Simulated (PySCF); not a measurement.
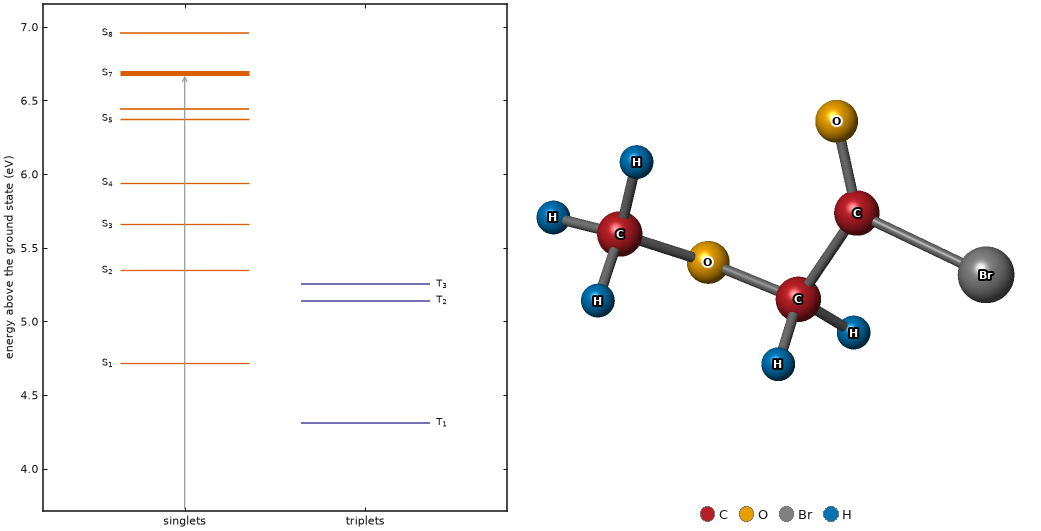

State diagram of C₃H₅BrO₂, SMILES COCC(=O)Br. Vertical TDDFT excitations, B3LYP/def2-SVPD with PySCF, at a GFN2-xTB geometry (no frequency check), gas phase. Triplets in the Tamm-Dancoff approximation; only the lowest 8 singlets and 3 triplets were computed. Thicker singlet lines are brighter; the arrow marks the brightest. S0, at zero, lies below the range drawn.

Question: How many of the triplet levels drawn lie below S1?

Answer: 1 of 3 (T1 4.31 eV, T2 5.14 eV, T3 5.25 eV; S1 4.71 eV).

Question: What character does the calculation give T1?

Answer: Mainly HOMO → LUMO (82 %).

Question: What are the energy, strength and character of the state that the arrow marks?

Answer: S7 at 6.69 eV (185 nm), f = 0.221, mainly HOMO → LUMO+1 (53 %).

Known limits of this run: the tight-binding geometry is rougher than a DFT one and adds to the error; spin-orbit coupling is left out, and with Br it can shift these levels and split any degenerate set; one conformer of a flexible molecule; core orbitals are frozen in the response.
